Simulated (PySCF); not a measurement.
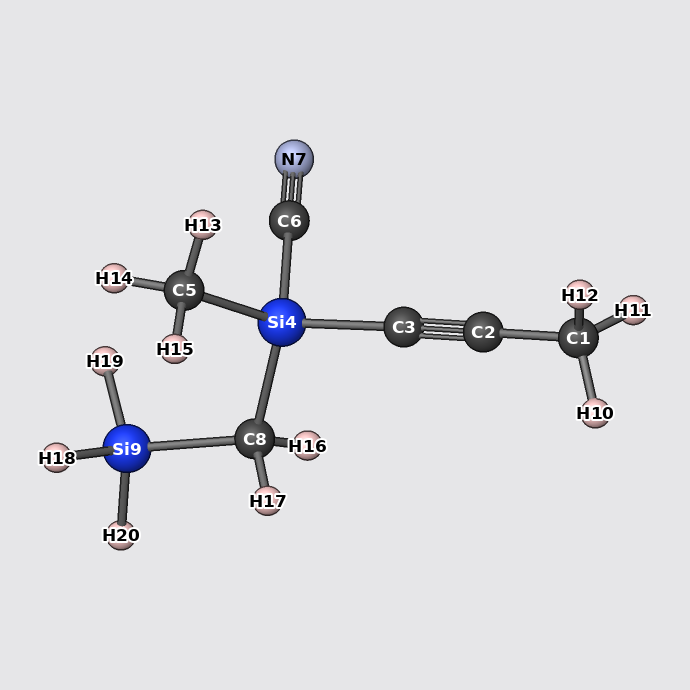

The questions are on isotropic NMR shieldings of the C atoms. The computed structure is the end point of a GFN2-xTB optimisation. No frequency run is at hand to confirm it as a minimum. Method: GIAO PBE0/pcSseg-1 NMR shielding, non-relativistic, gas phase (PySCF 2.14.0).

> Which C atom is the most shielded (lowest chemical shift)?

C8 (191.6 ppm).

> Which C atom is the least shielded (highest chemical shift)?

C6 (60.8 ppm).

> How wide is the range of C shifts?

130.8 ppm.

List the isotropic NMR shieldings of the C atoms.

```csv
atom,σ (ppm)
C1,181.1
C2,71.8
C3,103.4
C5,186.8
C6,60.8
C8,191.6
```

The geometry is semi-empirical. Around Si such bond lengths and angles can be off by a tenth of an ångström or more and by several degrees, and values that hang on the shape move with them.
